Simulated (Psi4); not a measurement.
**P2H2 (SMILES [H]/P=P/[H]): PBE/cc-pVDZ (sweep point 5)**

Aim: the vertical ionisation energy of P2H2 at PBE/cc-pVDZ (sweep point 5), from 2 runs. 

The results are computed with Psi4 1.11.

### 1 The system as given

The species is P2H2 (4 atoms), meant as a singlet with charge 0. SMILES: `[H]/P=P/[H]`. The shape is that of a GFN2-xTB optimisation.

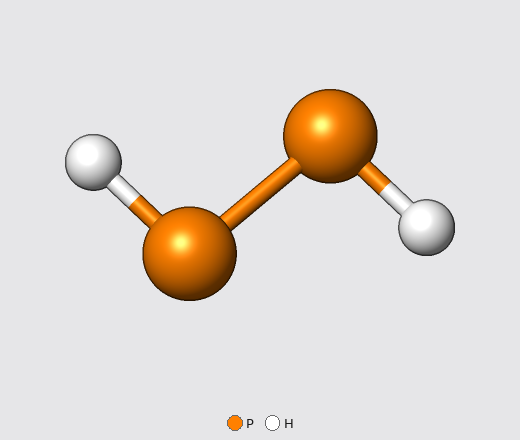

Viewed from a chosen angle; phosphorus orange, hydrogen white.

### 2 A single-point energy at PBE/cc-pVDZ (sweep point 5)

Contents of input.in:

```
memory 1600 mb

molecule geom {
  P     -0.024370    -1.003630     0.088350
  P      0.024420     1.003540    -0.088260
  H      1.037260    -1.067570     1.003320
  H     -1.037310     1.067660    -1.003410
  symmetry c1
}

set {
  basis cc-pVDZ
  puream true
  scf_type pk
  dft_radial_points 99
  dft_spherical_points 590
}

e, wfn = energy('pbe', return_wfn=True)
```

Run with:

```
psi4 -i input.in -o input.out -n 1
```

input.out:

```text
[...]
  Running in c1 symmetry.
[...]
  Nuclear repulsion =   76.759456495580409
[...]
  Multiplicity = 1
[...]
  Nalpha       = 16
  Nbeta        = 16
[...]
    Number of basis functions: 46
[...]
   @RKS iter   1:  -683.49712644584451   -1.38542e-01   6.23344e-03 ADIIS/DIIS
[...]
   @RKS iter   8:  -683.56084270307485   -3.29578e-10   1.67089e-07 DIIS
[...]
    Orbital Energies [Eh]
    ---------------------
    Doubly Occupied:
       1A    -76.333557     2A    -76.333545     3A     -6.322794
       4A     -6.322724     5A     -4.541548     6A     -4.541472
       7A     -4.539816     8A     -4.539366     9A     -4.536528
      10A     -4.536019    11A     -0.633065    12A     -0.495946
      13A     -0.323147    14A     -0.321672    15A     -0.251679
      16A     -0.226841
[...]
  @RKS Final Energy:  -683.56084270307485
   => Energetics <=
    Nuclear Repulsion Energy =             76.7594564955804088
    One-Electron Energy =               -1097.8457691432677166
    Two-Electron Energy =                 384.3957737393174057
    DFT Exchange-Correlation Energy =     -46.8703037947049523
    Empirical Dispersion Energy =           0.0000000000000000
    VV10 Nonlocal Energy =                  0.0000000000000000
    Total Energy =                       -683.5608427030748544
[...]
 Multipole Moments:
 ------------------------------------------------------------------------------------
     Multipole            Electronic (a.u.)      Nuclear  (a.u.)        Total (a.u.)
 ------------------------------------------------------------------------------------
 L = 1.  Multiply by 2.5417464519 to convert [e a0] to [Debye]
 Dipole X            :          0.0001505           -0.0000937            0.0000568
 Dipole Y            :         -0.0001967            0.0001686           -0.0000280
 Dipole Z            :          0.0002195           -0.0001686            0.0000508
 Magnitude           :                                                    0.0000812
[...]
```

Run time: 9.3 s. Hardware: 1 thread of AMD EPYC 7R43 (Zen 3), shared host; peak memory 0.59 GiB.

### 3 The doublet cation, same level

Contents of input.inp:

```
memory 1.6 GB

molecule geom {
  1 2
  P     -0.024370    -1.003630     0.088350
  P      0.024420     1.003540    -0.088260
  H      1.037260    -1.067570     1.003320
  H     -1.037310     1.067660    -1.003410
  symmetry c1
}

set reference uks
set puream true
set scf_type pk
set dft_radial_points 99
set dft_spherical_points 590
set maxiter 150

energy("pbe/cc-pVDZ")
print_variables()
```

Run with:

```
psi4 input.inp input.out -n 1
```

input.out:

```text
[...]
  Running in c1 symmetry.
[...]
  Nuclear repulsion =   76.759456495580409
[...]
  Multiplicity = 2
[...]
  Nalpha       = 16
  Nbeta        = 15
[...]
    Number of basis functions: 46
[...]
   @UKS iter   1:  -683.18988148360631    1.68703e-01   3.85306e-03 ADIIS/DIIS
[...]
   @UKS iter   8:  -683.21201482420099   -7.10329e-08   6.88679e-07 DIIS
[...]
   @S^2 Observed:                7.544229807E-01
[...]
    Orbital Energies [Eh]
    ---------------------
    Alpha Occupied:
       1A    -76.626381     2A    -76.626367     3A     -6.612919
       4A     -6.612851     5A     -4.833003     6A     -4.832171
       7A     -4.830017     8A     -4.829940     9A     -4.827381
      10A     -4.827255    11A     -0.903478    12A     -0.764937
      13A     -0.597208    14A     -0.581463    15A     -0.512583
      16A     -0.504585
    Alpha Virtual:
      17A     -0.387251    18A     -0.247993    19A     -0.231468
      20A     -0.189585    21A      0.004197    22A      0.010935
      23A      0.033838    24A      0.036092    25A      0.067579
[...]
  @UKS Final Energy:  -683.21201482420099
   => Energetics <=
    Nuclear Repulsion Energy =             76.7594564955804088
    One-Electron Energy =               -1088.9206991444586947
    Two-Electron Energy =                 375.5127588578919244
    DFT Exchange-Correlation Energy =     -46.5635310332146659
    Empirical Dispersion Energy =           0.0000000000000000
    VV10 Nonlocal Energy =                  0.0000000000000000
    Total Energy =                       -683.2120148242009918
[...]
 Multipole Moments:
 ------------------------------------------------------------------------------------
     Multipole            Electronic (a.u.)      Nuclear  (a.u.)        Total (a.u.)
 ------------------------------------------------------------------------------------
 L = 1.  Multiply by 2.5417464519 to convert [e a0] to [Debye]
 Dipole X            :          0.0000948           -0.0000937            0.0000011
 Dipole Y            :         -0.0001158            0.0001686            0.0000529
 Dipole Z            :          0.0001115           -0.0001686           -0.0000571
 Magnitude           :                                                    0.0000779
[...]
```

Wall time 12 s (1 thread of AMD EPYC 7R43 (Zen 3), shared host); peak memory 0.59 GiB.

### 4 Summary of results

At PBE/cc-pVDZ (sweep point 5):

| quantity | value |
| --- | --- |
| singlet P2H2: total energy | -683.56084 Eh |
| singlet P2H2: dipole moment | 0.00 D |
| singlet P2H2: HOMO energy | -6.17 eV |
| singlet P2H2: LUMO energy | -3.54 eV |
| singlet P2H2: HOMO–LUMO gap | 2.63 eV |
| doublet cation: total energy | -683.21201 Eh |
| doublet cation: HOMO energy (highest over α and β) | -13.58 eV |
| doublet cation: LUMO energy (lowest over α and β) | -12.78 eV |
| doublet cation: ⟨S²⟩ | 0.754 |
| vertical ionisation energy (to the doublet cation) | 9.492 eV |

**Reading.** Removing an electron at fixed nuclei costs 9.49 eV (219 kcal/mol). The negative HOMO energy of the first species, 6.17 eV, lies 3.32 eV below that difference.
